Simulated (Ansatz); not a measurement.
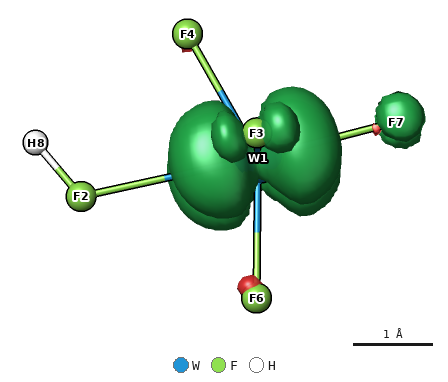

The picture shows: F6HW (doublet). Isosurfaces of the spin density at +0.06 (green) and −0.06 e/Å³ (red), seen from one side.

Core potentials replace the inner electrons of W.

Theory: UHF/def2-SVP (Ansatz).

```xyz
8

W     0.0029   -0.0769   -0.0923
F     0.0076   -0.2599    2.2214
F     1.8848   -0.0348   -0.0663
F    -0.0006    1.6387    0.5773
F    -1.8792   -0.0503   -0.0391
F     0.0129   -1.8745    0.1802
F    -0.0074    0.1410   -1.9134
H    -0.0210    0.5167    2.7022
```

Describe the spin distribution.

Answer. The unpaired spin (1 electron) lies mostly on W1 (about 0.9), in electrons by Hirshfeld's partition.
